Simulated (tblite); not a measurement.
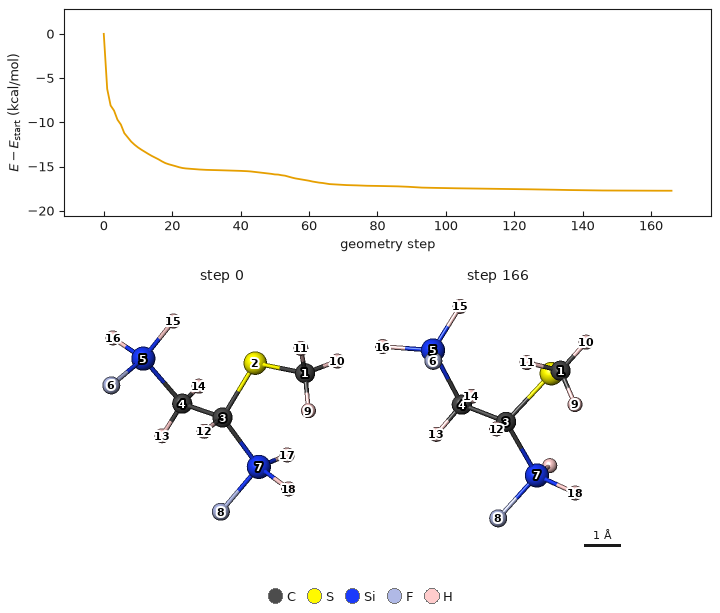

First and last geometry of a relaxation of C₃H₁₀F₂SSi₂, with the history of the run. The picture is a ball-and-stick view, seen at a tilt.

Theory: GFN2-xTB geometry optimisation, gas phase (tblite 0.8.0). 

Question: Read the history and describe the run.

Answer: It converged. The atom that moves furthest after the best rigid fit is F6 (1.52 Å). Largest moves by element: F 1.52 Å, H 1.46 Å, S 0.78 Å, C 0.61 Å, Si 0.45 Å. Near-neighbour distances that change, for instance: S2–Si5 3.168 → 3.370 Å, Si7–F8 1.702 → 1.615 Å, Si5–F6 1.681 → 1.618 Å, C3–Si7 1.838 → 1.900 Å. Among the angles between lasting bonds that change: C1–S2–C3 112.1° → 100.0°, S2–C3–Si7 114.9° → 106.4°, F6–Si5–H16 112.4° → 104.5°. Groups turn about C1–S2 by about 65°, S2–C3 by about 55°, C4–Si5 by about 25°. Over 166 geometry steps the energy falls by 17.7 kcal/mol.

```
step  E − E(0), kcal/mol
   0                0.00
   1               -6.22
   2               -8.10
   3               -8.67
   4               -9.70
   5              -10.25
   6              -11.22
   7              -11.71
   8              -12.17
   9              -12.53
  10              -12.84
  18              -14.61
  26              -15.28
  35              -15.43
  43              -15.56
  51              -15.91
  59              -16.53
  67              -17.01
  76              -17.16
  84              -17.22
  92              -17.36
 100              -17.44
 109              -17.48
 117              -17.52
 125              -17.58
 133              -17.63
 141              -17.68
 150              -17.72
 158              -17.73
 166              -17.74
```
